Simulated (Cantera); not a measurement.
Input: 1 mol Si3N4, 0.031 mol CO2, 61 mol H2, at 2200 K.

These are equilibrium values from Cantera (NASA tables, ideal gas, pure condensed phases), not measurements of a reactor. Candidate condensed phases: C, C6H6, C7H8, C8H18, H2O, Si, SiC, SiO2, Si2N2O, Si3N4; 151 gas species. The tables' values for SiN are old estimates; treat these amounts as uncertain. Gases not in the tables: Si2H6 and higher silanes. Rates play no part.

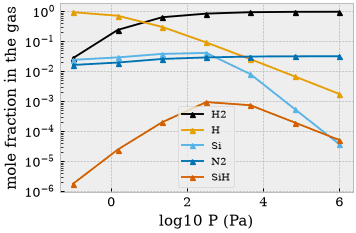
Figure: Equilibrium gas composition (values under 1e-9 drawn at 1e-9)

Question: Read off the mole fractions at 46.0 mbar.

Answer: H2 about 0.93, N2 about 0.031, H about 0.025, Si about 0.0080, SiH about 0.00073.
